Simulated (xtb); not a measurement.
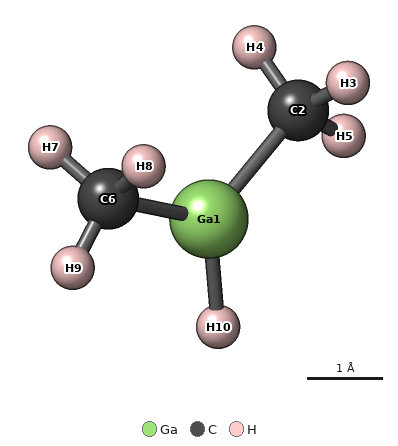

Fig. 1: The structure (ball-and-stick view, seen at a tilt; atoms are numbered from 1 in the order of the input). Sticks mark near contacts. Bond lengths as drawn: C–Ga 2.03 Å, C–H 1.09 Å and Ga–H 1.60 Å.

**C₂H₇Ga: calculation of the molecule and its ions**

System: C₂H₇Ga, SMILES [H][Ga]([CH3])[CH3].
Method: GFN1-xTB (xtb 6.7.1).

The geometry comes from this level: GFN2-xTB.

The input (geo.gen)
```
10 C
 Ga C H
   1  1     -0.36330000     -0.62321000     -0.00250000
   2  2      1.66900000     -0.70594000     -0.00044000
   3  3      2.07431000     -0.25561000      0.91082000
   4  3      2.07859000     -0.14318000     -0.84516000
   5  3      2.04193000     -1.73147000     -0.06417000
   6  2     -1.43411000      1.10658000      0.00347000
   7  3     -1.26350000      1.67248000     -0.91766000
   8  3     -1.12419000      1.74857000      0.83406000
   9  3     -2.50941000      0.93173000      0.09365000
  10  3     -1.16932000     -1.99997000     -0.01207000
```

File xcontrol
```
$chrg 0
$spin 0
$end
```

Run on 1 thread of Arm Neoverse V1, 24 GiB of memory available, shared host.

Run as:
```bash
xtb geo.gen --vipea --cma -I xcontrol | tee run.log
```

Log
```
* xtb version 6.7.1
   ID    Z sym.   atoms
    1   31 Ga     1
    2    6 C      2, 6
    3    1 H      3-5, 7-10

           -------------------------------------------------
          |                Calculation Setup                |
           -------------------------------------------------

          program call               : xtb geo.gen --vipea --cma -I xcontrol
          coordinate file            : geo.gen
          omp threads                :                     1

           -------------------------------------------------
          |                 G F N 1 - x T B                 |
           -------------------------------------------------

      * Hamiltonian:
        H0-scaling (s, p, d)           1.850000    2.250000    2.000000
        zeta-weighting                 0.000000
      * Dispersion:
        s8                             2.400000
        a1                             0.630000
        a2                             5.000000
        s9                             0.000000
      * Repulsion:
        kExp                           1.500000
        rExp                           1.000000
      * Coulomb:
        alpha                          2.000000
        third order                    atomic
        anisotropic                    false
      * Halogen bond correction:
        rad-scale                      1.300000
        damping                        0.440000

          ...................................................
          :                      SETUP                      :
          :.................................................:
          :  # basis functions                  32          :
          :  # atomic orbitals                  31          :
          :  # shells                           21          :
          :  # electrons                        18          :
          :  # halogen bonds                     0          :
          :  max. iterations                   250          :
          :  Hamiltonian                  GFN1-xTB          :
          :  restarted?                      false          :
          :  GBSA solvation                  false          :
          :  PC potential                    false          :
          :  electronic temp.          300.0000000     K    :
          :  accuracy                    1.0000000          :
          :  -> integral cutoff          0.2500000E+02      :
          :  -> integral neglect         0.1000000E-07      :
          :  -> SCF convergence          0.1000000E-05 Eh   :
          :  -> wf. convergence          0.2000000E-04 e    :
          :  Broyden damping             0.4000000          :
          :  net charge                          0          :
          :  unpaired electrons                  0          :
          ...................................................

 iter      E             dE          RMSdq      gap      omega  full diag
   1     -9.3891732 -0.938917E+01  0.712E+00    5.91       0.0  T
   2     -9.3981046 -0.893139E-02  0.435E+00    6.10       1.0  T
   3     -9.3984783 -0.373715E-03  0.365E-01    6.18       1.0  T
   4     -9.3989022 -0.423917E-03  0.515E-02    6.14       1.0  T
   5     -9.3989055 -0.335322E-05  0.134E-02    6.14       2.4  T
   6     -9.3989060 -0.411316E-06  0.112E-03    6.14      28.2  T
   7     -9.3989060 -0.404481E-08  0.117E-04    6.14     271.1  T
   8     -9.3989060 -0.197424E-10  0.329E-05    6.14     961.5  T

   *** convergence criteria satisfied after 8 iterations ***

         #    Occupation            Energy/Eh            Energy/eV
      -------------------------------------------------------------
         1        2.0000           -0.6093991             -16.5826
       ...           ...                  ...                  ...
         3        2.0000           -0.5381432             -14.6436
         4        2.0000           -0.5064078             -13.7801
         5        2.0000           -0.5052037             -13.7473
         6        2.0000           -0.5011533             -13.6371
         7        2.0000           -0.5005376             -13.6203
         8        2.0000           -0.4238376             -11.5332
         9        2.0000           -0.4096363             -11.1468 (HOMO)
        10                         -0.1839230              -5.0048 (LUMO)
        11                         -0.1725972              -4.6966
        12                         -0.1193216              -3.2469
        13                         -0.1167111              -3.1759
        14                         -0.1091363              -2.9697
       ...                                ...                  ...
        31                          0.8037477              21.8711
      -------------------------------------------------------------
                  HL-Gap            0.2257133 Eh            6.1420 eV
             Fermi-level           -0.2967797 Eh           -8.0758 eV

 SCC (total)                   0 d,  0 h,  0 min,  0.006 sec
 SCC setup                      ...        0 min,  0.000 sec (  1.355%)
 Dispersion                     ...        0 min,  0.000 sec (  0.583%)
 classical contributions        ...        0 min,  0.000 sec (  0.152%)
 integral evaluation            ...        0 min,  0.001 sec ( 24.104%)
 iterations                     ...        0 min,  0.002 sec ( 29.535%)
 molecular gradient             ...        0 min,  0.002 sec ( 41.988%)
 printout                       ...        0 min,  0.000 sec (  2.077%)

         :::::::::::::::::::::::::::::::::::::::::::::::::::::
         ::                     SUMMARY                     ::
         :::::::::::::::::::::::::::::::::::::::::::::::::::::
         :: total energy              -9.288155110361 Eh    ::
         :: gradient norm              0.013126990044 Eh/a0 ::
         :: HOMO-LUMO gap              6.141972588766 eV    ::
         ::.................................................::
         :: SCC energy                -9.398905960757 Eh    ::
         :: -> electrostatic           0.005238983792 Eh    ::
         :: repulsion energy           0.112938489262 Eh    ::
         :: dispersion energy         -0.002187638865 Eh    ::
         :: halogen bond corr.         0.000000000000 Eh    ::
         :: add. restraining           0.000000000000 Eh    ::
         :: total charge               0.000000000000 e     ::
         :::::::::::::::::::::::::::::::::::::::::::::::::::::

           -------------------------------------------------
          |        vertical delta SCC IP calculation        |
           -------------------------------------------------

 iter      E             dE          RMSdq      gap      omega  full diag
   1     -8.8642053 -0.886421E+01  0.171E+00    6.14       0.0  T
   2     -8.8489470  0.152583E-01  0.171E+00    6.30       1.0  T
   3     -8.8752235 -0.262765E-01  0.863E-01    6.18       1.0  T
   4     -8.8808325 -0.560900E-02  0.325E-01    6.26       1.0  T
   5     -8.8574805  0.233520E-01  0.126E+00    6.23       1.0  T
   6     -8.8727833 -0.153028E-01  0.768E-01    6.28       1.0  T
   7     -8.8789679 -0.618463E-02  0.413E-01    6.20       1.0  T
   8     -8.8812173 -0.224939E-02  0.554E-02    6.25       1.0  T
   9     -8.8812471 -0.298086E-04  0.206E-02    6.25       1.5  T
  10     -8.8812510 -0.391453E-05  0.104E-02    6.25       3.0  T
  11     -8.8812525 -0.147676E-05  0.268E-03    6.25      11.8  T
  12     -8.8812526 -0.682922E-07  0.130E-03    6.25      24.3  T
  13     -8.8812526 -0.227473E-07  0.269E-04    6.25     117.6  T
  14     -8.8812526 -0.604093E-09  0.173E-04    6.25     182.8  T
  15     -8.8812526 -0.416080E-09  0.910E-06    6.25    3475.0  T
     SCC iter.                  ...        0 min,  0.002 sec
     gradient                   ...        0 min,  0.002 sec
------------------------------------------------------------------------
empirical IP shift (eV):    4.8455
delta SCC IP (eV):    9.2406
------------------------------------------------------------------------
           -------------------------------------------------
          |        vertical delta SCC EA calculation        |
           -------------------------------------------------

 iter      E             dE          RMSdq      gap      omega  full diag
   1     -9.4567047 -0.945670E+01  0.237E+00    0.72       0.0  T
   2     -9.4757506 -0.190460E-01  0.107E+00    0.41       1.0  T
   3     -9.4821658 -0.641521E-02  0.984E-01    0.09       1.0  T
   4     -9.4825554 -0.389556E-03  0.879E-01    0.08       1.0  T
   5     -9.4925738 -0.100184E-01  0.199E+00    0.13       1.0  T
   6     -9.4944251 -0.185129E-02  0.300E+00    0.21       1.0  T
   7     -9.4974625 -0.303740E-02  0.143E+00    0.27       1.0  T
   8     -9.5003296 -0.286707E-02  0.115E+00    0.35       1.0  T
   9     -9.4983785  0.195109E-02  0.124E+00    0.29       1.0  T
  10     -9.5452861 -0.469076E-01  0.131E+00    1.10       1.0  T
  11     -9.5461650 -0.878929E-03  0.133E+00    1.11       1.0  T
  12     -9.5451256  0.103944E-02  0.133E+00    1.10       1.0  T
  13     -9.6043317 -0.592061E-01  0.168E+00    1.48       1.0  T
  14     -9.5139615  0.903702E-01  0.103E+00    0.68       1.0  T
  15     -9.5045204  0.944108E-02  0.911E-01    0.46       1.0  T
  16     -9.4959843  0.853611E-02  0.140E+00    0.20       1.0  T
  17     -9.4964552 -0.470880E-03  0.154E+00    0.21       1.0  T
  18     -9.4965128 -0.576636E-04  0.156E+00    0.22       1.0  T
  19     -9.5003911 -0.387824E-02  0.217E+00    0.33       1.0  T
  20     -9.5037188 -0.332772E-02  0.251E+00    0.43       1.0  T
  21     -9.5035475  0.171309E-03  0.249E+00    0.42       1.0  T
  22     -9.5004586  0.308889E-02  0.217E+00    0.34       1.0  T
  23     -9.4976963  0.276228E-02  0.178E+00    0.25       1.0  T
  24     -9.4962809  0.141544E-02  0.147E+00    0.21       1.0  T
  25     -9.4958328  0.448061E-03  0.123E+00    0.19       1.0  T
  26     -9.4968304 -0.997613E-03  0.103E+00    0.22       1.0  T
  27     -9.5000848 -0.325437E-02  0.882E-01    0.32       1.0  T
  28     -9.5077725 -0.768771E-02  0.839E-01    0.53       1.0  T
  29     -9.5089756 -0.120313E-02  0.844E-01    0.56       1.0  T
  30     -9.5029854  0.599023E-02  0.842E-01    0.41       1.0  T
  31     -9.4974866  0.549881E-02  0.971E-01    0.24       1.0  T
  32     -9.4958727  0.161389E-02  0.126E+00    0.19       1.0  T
  33     -9.4992708 -0.339815E-02  0.198E+00    0.29       1.0  T
  34     -9.5104113 -0.111404E-01  0.296E+00    0.57       1.0  T
  35     -9.5859370 -0.755257E-01  0.507E+00    1.24       1.0  T
  36     -9.5267993  0.591377E-01  0.372E+00    0.82       1.0  T
  37     -9.7747153 -0.247916E+00  0.689E+00    1.68       1.0  T
  38     -9.5015021  0.273213E+00  0.226E+00    0.36       1.0  T
  39     -9.5010749  0.427132E-03  0.221E+00    0.35       1.0  T
  40     -9.6816311 -0.180556E+00  0.616E+00    1.53       1.0  T
  41     -9.5147572  0.166874E+00  0.321E+00    0.65       1.0  T
  42    -14.4612843 -0.494653E+01  0.149E+01    2.31       1.0  T
  43     -9.6809107  0.478037E+01  0.632E+00    1.55       1.0  T
  44   -171.9715068 -0.162291E+03  0.340E+01    0.10       1.0  T
  45   -205.2043425 -0.332328E+02  0.284E+01    1.70       1.0  T
  46   -205.6821412 -0.477799E+00  0.254E+01    2.77       1.0  T
  47   -205.6922355 -0.100944E-01  0.253E+01    2.82       1.0  T
  48   -205.7779019 -0.856663E-01  0.244E+01    3.40       1.0  T
  49   -205.7455977  0.323042E-01  0.247E+01    3.13       1.0  T
  50   -205.7884028 -0.428051E-01  0.242E+01    3.51       1.0  T
  51   -205.7754784  0.129244E-01  0.244E+01    3.37       1.0  T
  52   -205.8020775 -0.265991E-01  0.240E+01    3.67       1.0  T
  53   -205.8001437  0.193379E-02  0.238E+01    3.63       1.0  T
  54   -205.8081255 -0.798183E-02  0.298E+01    6.60       1.0  T
  55   -205.7936252  0.145003E-01  0.328E+01    7.33       1.0  T
  56   -205.7743456  0.192796E-01  0.427E+01    9.16       1.0  T
  57   -205.7666655  0.768016E-02  0.480E+01   10.18       1.0  T
  58   -205.7631407  0.352477E-02  0.510E+01   10.75       1.0  T
  59   -205.7607590  0.238173E-02  0.533E+01   11.20       1.0  T
  60   -205.7601077  0.651323E-03  0.539E+01   11.31       1.0  T
  61   -205.7594574  0.650270E-03  0.545E+01   11.44       1.0  T
  62   -205.7594527  0.469910E-05  0.546E+01   11.44       1.0  T
  63   -205.7593200  0.132700E-03  0.547E+01   11.46       1.0  T
  64   -205.7594682 -0.148234E-03  0.545E+01   11.44       1.0  T
  65   -205.7596830 -0.214781E-03  0.543E+01   11.40       1.0  T
  66   -205.7601515 -0.468510E-03  0.539E+01   11.32       1.0  T
  67   -205.7608494 -0.697876E-03  0.532E+01   11.19       1.0  T
  68   -205.7618575 -0.100809E-02  0.523E+01   11.03       1.0  T
  69   -205.7632186 -0.136116E-02  0.511E+01   10.81       1.0  T
  70   -205.7650150 -0.179633E-02  0.495E+01   10.54       1.0  T
  71   -205.7673819 -0.236694E-02  0.476E+01   10.20       1.0  T
  72   -205.7705047 -0.312284E-02  0.452E+01    9.80       1.0  T
  73   -205.7746999 -0.419518E-02  0.422E+01    9.32       1.0  T
  74   -205.7803566 -0.565667E-02  0.385E+01    8.76       1.0  T
  75   -205.7879893 -0.763269E-02  0.340E+01    8.12       1.0  T
  76   -205.7978937 -0.990439E-02  0.288E+01    7.44       1.0  T
  77   -205.8096896 -0.117959E-01  0.230E+01    6.76       1.0  T
  78   -205.8213411 -0.116515E-01  0.172E+01    6.13       1.0  T
  79   -205.8297280 -0.838693E-02  0.120E+01    5.60       1.0  T
  80   -205.8333780 -0.364993E-02  0.783E+00    5.20       1.0  T
  81   -205.8337324 -0.354424E-03  0.500E+00    5.00       1.0  T
  82   -205.8304643  0.326815E-02  0.487E+00    5.00       1.0  T
  83   -205.8234789  0.698533E-02  0.762E+00    5.14       1.0  T
  84   -205.8202721  0.320680E-02  0.895E+00    5.19       1.0  T
  85   -205.8252188 -0.494664E-02  0.695E+00    4.99       1.0  T
  86   -205.8308240 -0.560518E-02  0.431E+00    4.79       1.0  T
  87   -205.8335519 -0.272794E-02  0.257E+00    4.65       1.0  T
  88   -205.8346756 -0.112372E-02  0.150E+00    4.56       1.0  T
  89   -205.8350940 -0.418336E-03  0.845E-01    4.50       1.0  T
  90   -205.8352352 -0.141255E-03  0.469E-01    4.47       1.0  T
  91   -205.8352805 -0.453378E-04  0.254E-01    4.45       1.0  T
  92   -205.8352941 -0.135572E-04  0.135E-01    4.44       1.0  T
  93   -205.8352980 -0.393269E-05  0.706E-02    4.43       1.0  T
  94   -205.8352991 -0.106591E-05  0.364E-02    4.43       1.0  T
  95   -205.8352994 -0.282580E-06  0.184E-02    4.43       1.7  T
  96   -205.8352995 -0.737512E-07  0.854E-03    4.43       3.7  T
  97   -205.8352995 -0.181449E-07  0.190E-03    4.43      16.6  T
  98   -205.8352995 -0.512188E-09  0.765E-04    4.43      41.3  T
  99   -205.8352995 -0.178744E-09  0.330E-04    4.43      95.9  T
 100   -205.8352995 -0.298428E-10  0.434E-05    4.43     728.2  T
 101   -205.8352995 -0.852651E-13  0.272E-05    4.43    1164.0  T
     SCC iter.                  ...        0 min,  0.021 sec
     gradient                   ...        0 min,  0.002 sec
------------------------------------------------------------------------
empirical EA shift (eV):    4.8455
delta SCC EA (eV): 5340.4608
------------------------------------------------------------------------
           -------------------------------------------------
          |                Property Printout                |
           -------------------------------------------------

    * Orbital Energies and Occupations

         #    Occupation            Energy/Eh            Energy/eV
      -------------------------------------------------------------
         1        2.0000          -48.3308941           -1315.1506
         2        2.0000          -47.9169555           -1303.8867
         3        2.0000          -44.2739075           -1204.7543
         4        2.0000          -41.4651708           -1128.3247
         5        2.0000          -40.5366169           -1103.0575
         6        2.0000          -40.3490460           -1097.9534
         7        2.0000          -40.2124000           -1094.2351
         8        2.0000          -39.1739337           -1065.9770
         9        2.0000          -39.0842033           -1063.5353
        10        1.0000           -2.8343952             -77.1278 (HOMO)
        11                         -2.6717665             -72.7025 (LUMO)
        12                         -2.4764172             -67.3867
        13                         -2.4176760             -65.7883
        14                         -2.3851030             -64.9020
        15                         -2.3253499             -63.2760
        16                         -1.6369922             -44.5448
        17                         -1.4507959             -39.4782
        18                         -0.6970559             -18.9679
        19                         -0.6806772             -18.5222
        20                         -0.6218787             -16.9222
        21                         -0.6147282             -16.7276
       ...                                ...                  ...
        31                         10.1769327             276.9284
      -------------------------------------------------------------
                  HL-Gap            0.1626287 Eh            4.4254 eV
             Fermi-level                  NaN Eh               NaN eV

  Mulliken/CM5 charges         n(s)   n(p)   n(d)
     1    -16.71959-16.80513   2.254  6.833 10.633
     2      3.72576  3.58917  -0.076  0.350  0.000
     3      1.12347  1.17473  -0.123  0.000  0.000
     4      1.12279  1.17404  -0.123  0.000  0.000
     5      1.16105  1.21222  -0.161  0.000  0.000
     6      3.72550  3.58894  -0.076  0.351  0.000
     7      1.12382  1.17505  -0.124  0.000  0.000
     8      1.12241  1.17365  -0.122  0.000  0.000
     9      1.16073  1.21187  -0.161  0.000  0.000
    10      1.45406  1.50546  -0.454  0.000  0.000

Wiberg/Mayer (AO) data.
largest (>0.10) Wiberg bond orders for each atom

 ---------------------------------------------------------------------------
     #   Z sym  total        # sym  WBO       # sym  WBO       # sym  WBO
 ---------------------------------------------------------------------------
     1  31     -4.069
     2   6     -0.088 --     6      0.621
     3   1     -0.261
     4   1     -0.259
     5   1     -0.344
     6   6     -0.087 --     2      0.621
     7   1     -0.262
     8   1     -0.258
     9   1     -0.344
    10   1     -1.108
 ---------------------------------------------------------------------------

Topologies differ in total number of bonds
Writing topology from bond orders to xtbtopo.mol

 dipole moment from electron density (au)
     X       Y       Z
   0.0383 -26.7438   0.0034  total (Debye):   67.976

           -------------------------------------------------
          | TOTAL ENERGY             -205.724548624926 Eh   |
          | GRADIENT NORM              22.070356467808 Eh/α |
          | HOMO-LUMO GAP               4.425351534353 eV   |
           -------------------------------------------------

------------------------------------------------------------------------
------------------------------------------------------------------------
 total:
 *  cpu-time:     0 d,  0 h,  0 min,  0.042 sec
 * ratio c/w:     1.000 speedup
 SCF:
 *  cpu-time:     0 d,  0 h,  0 min,  0.037 sec
 * ratio c/w:     1.000 speedup
```

Standard error
```
normal termination of xtb
```

Results in brief

| quantity | value |
| --- | --- |
| outcome | converged |
| electrons treated | 18 |
| total energy | −9.288155 hartree |
| dispersion energy | −0.002188 hartree |
| basis functions | 32 |
| peak memory | 0.074 GiB |
